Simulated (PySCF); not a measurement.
**C4H9ClO3Si: density, localisation and related maps**

```xyz
18

C    -2.4246    0.2499   -0.9760
O    -1.5912    0.6345    0.1016
C    -0.8996   -0.4178    0.6805
C    -0.0706    0.1505    1.8499
O     1.2373    0.3389    1.4007
Si    1.5334   -0.5367    0.0511
C     2.2957    0.5684   -1.2934
Cl    3.0393   -0.4719   -2.5278
O    -0.0135   -1.0102   -0.2185
H    -3.1844   -0.4632   -0.6368
H    -1.8399   -0.2044   -1.7802
H    -2.9017    1.1610   -1.3291
H    -1.5999   -1.2040    1.0123
H    -0.4856    1.1112    2.1575
H    -0.0698   -0.5480    2.6906
H     2.3005   -1.7461    0.3051
H     1.5739    1.1982   -1.8109
H     3.0918    1.1960   -0.9016
```

Geometry: GFN2-xTB.

All numbers below come from PBE0/pcSseg-1, SCF density, gas phase, non-relativistic in PySCF 2.14.0.

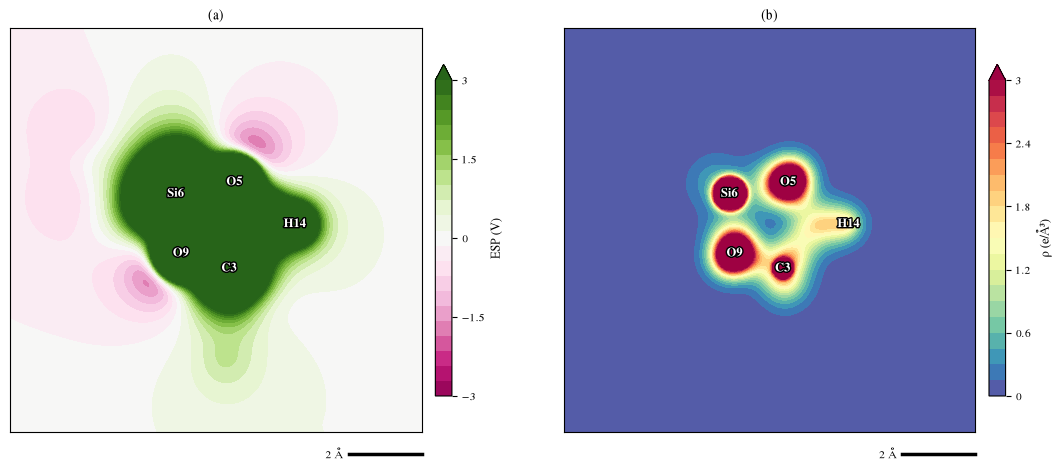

Figure 1. (a) electrostatic potential; (b) electron density on the plane of atoms C3, O9 and Si6.

### Read the bonding off the picture.

- The section cuts through C, O, Si and H sites.
- C–O (1.39 Å): the density is about 2.1 e/Å³ at the midpoint, with its minimum of 1.8 e/Å³ about 0.5 Å from C.
- Si–O (1.64 Å): the density is about 1.2 e/Å³ at the midpoint.
- Outside the dense part of the molecule the potential is most negative (−1.7 V) near O5.

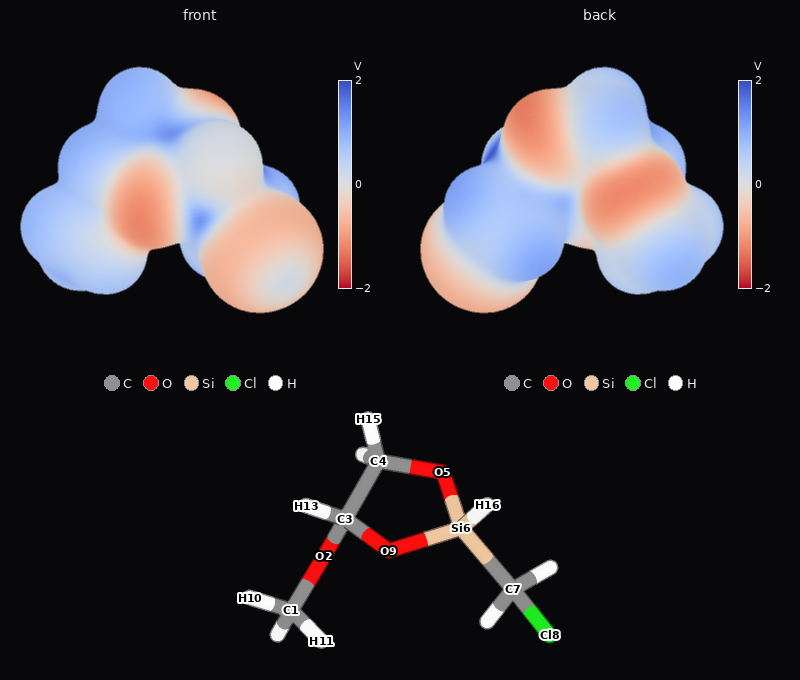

Figure 2. The electrostatic potential painted on the density surface at 0.002 e/bohr³, seen from the front and from behind; the colour scale runs from red (negative) to blue (positive). The bare structure is drawn below in the same view.

### Where is the surface potential most negative and most positive?

The most negative region (about −1.2 V) lies over O5 and O9, the most positive (about +1.6 V) over Si6.

### What dipole moment does the calculation give?

Its dipole moment is 2.17 D.
